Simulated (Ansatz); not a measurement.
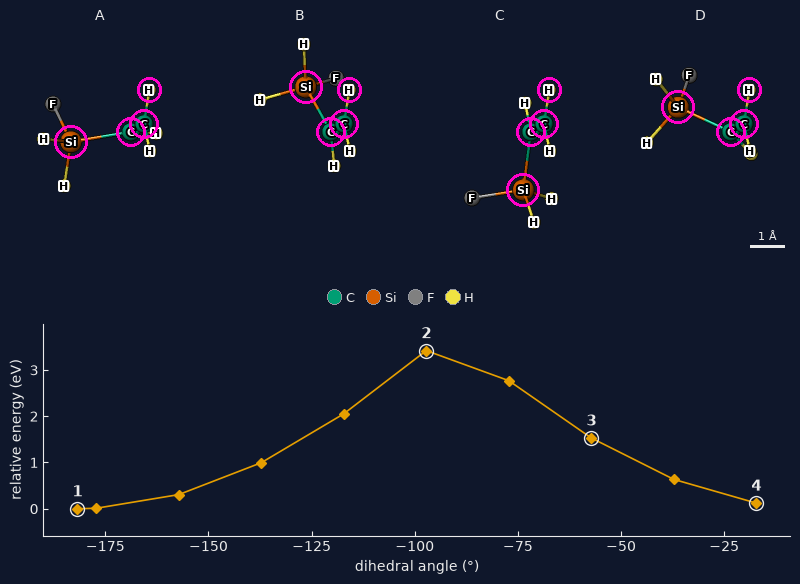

C$_{2}$H$_{5}$FSi: one H–C–C–Si dihedral angle is varied, with the rest of the molecule carried along rigidly. The frames are shuffled; the numbered points of the plot belong to them. Style: ball-and-stick. Shown almost along the central bond, with a slight tilt. The ringed atoms are those of the scanned coordinate.

Level of theory: PBE0-D4 (def2-TZVPP, Ansatz), on geometries moved rigidly from the minimum at PBE0-D4/def2-TZVP. Energies are counted from the PBE0-D4/def2-TZVP minimum geometry at the same level.

Which frame belongs to which numbered point?

Answer. Point 1 is frame C (the dihedral −181.8°, 0.000 eV); 2 is frame A (the dihedral −97.2°, 3.419 eV); 3 is frame D (the dihedral −57.2°, 1.530 eV); 4 is frame B (the dihedral −17.2°, 0.122 eV). Of the computed points the lowest is at the dihedral −181.8°, 0.000 eV. A local maximum lies at −97.2° (3.419 eV). The highest point, at −97.2°, lies 3.419 eV above the lowest and gives an upper estimate of the barrier to rotation, since the rotor is rigid.
